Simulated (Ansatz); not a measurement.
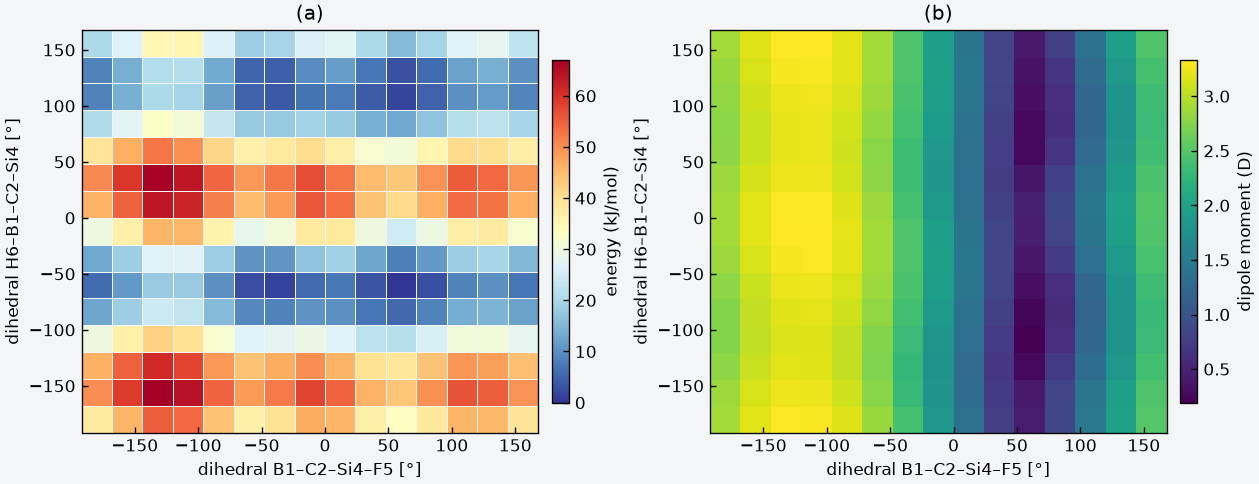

CH₅BF₂Si, SMILES BC(F)[SiH2]F. The first coordinate is: dihedral B1–C2–Si4–F5; the second: dihedral H6–B1–C2–Si4. Nothing is relaxed (all other coordinates rigid). The scan uses a 15 × 15 grid. Points are written as (first, second). All energies are given in kJ/mol relative to the lowest grid point. Method: RHF/def2-SVP (Ansatz 0.2.0).

Panel (a) is the energy; panel (b) is the computed dipole moment, in D.

In the figure: one coloured cell a grid point.

### How does the dipole moment vary over the map, and what is it at the lowest grid point?

Leaving out the highest fifth of the energies, it runs from 0.19 D at (60°, −108°) to 3.33 D at (−108°, −12°). At the lowest grid point, (60°, −60°), it is 0.30 D.

```tsv
dihedral H6–B1–C2–Si4 ↓, dihedral B1–C2–Si4–F5 →	−180	−156	−132	−108	−84	−60	−36	−12	12	36	60	84	108	132	156
156	2.90	3.18	3.32	3.33	3.20	2.89	2.45	1.94	1.40	0.83	0.40	0.78	1.38	1.94	2.46
132	2.85	3.14	3.29	3.31	3.19	2.89	2.46	1.95	1.42	0.85	0.35	0.68	1.29	1.88	2.41
108	2.81	3.10	3.24	3.27	3.15	2.87	2.44	1.94	1.41	0.84	0.30	0.62	1.23	1.82	2.36
84	2.78	3.07	3.22	3.23	3.11	2.83	2.40	1.91	1.38	0.80	0.26	0.60	1.21	1.80	2.34
60	2.80	3.08	3.22	3.23	3.09	2.79	2.35	1.86	1.34	0.76	0.26	0.66	1.26	1.83	2.36
36	2.86	3.13	3.26	3.26	3.12	2.80	2.34	1.84	1.32	0.76	0.37	0.78	1.36	1.91	2.44
12	2.91	3.19	3.31	3.31	3.17	2.86	2.39	1.88	1.35	0.80	0.47	0.86	1.42	1.97	2.48
−12	2.90	3.19	3.33	3.33	3.20	2.90	2.45	1.94	1.40	0.84	0.45	0.82	1.40	1.95	2.47
−36	2.85	3.15	3.29	3.31	3.19	2.89	2.46	1.96	1.42	0.85	0.38	0.72	1.32	1.89	2.42
−60	2.80	3.09	3.23	3.26	3.14	2.86	2.43	1.93	1.41	0.84	0.30	0.62	1.24	1.82	2.36
−84	2.75	3.04	3.18	3.20	3.09	2.81	2.38	1.89	1.37	0.80	0.24	0.58	1.20	1.78	2.31
−108	2.75	3.03	3.16	3.17	3.04	2.75	2.32	1.84	1.31	0.74	0.19	0.61	1.22	1.79	2.31
−132	2.80	3.06	3.19	3.18	3.04	2.73	2.28	1.79	1.27	0.70	0.26	0.72	1.31	1.86	2.38
−156	2.88	3.14	3.25	3.24	3.10	2.78	2.31	1.80	1.28	0.72	0.40	0.84	1.41	1.95	2.46
−180	2.91	3.19	3.31	3.31	3.16	2.85	2.40	1.87	1.34	0.78	0.44	0.86	1.43	1.98	2.49
```
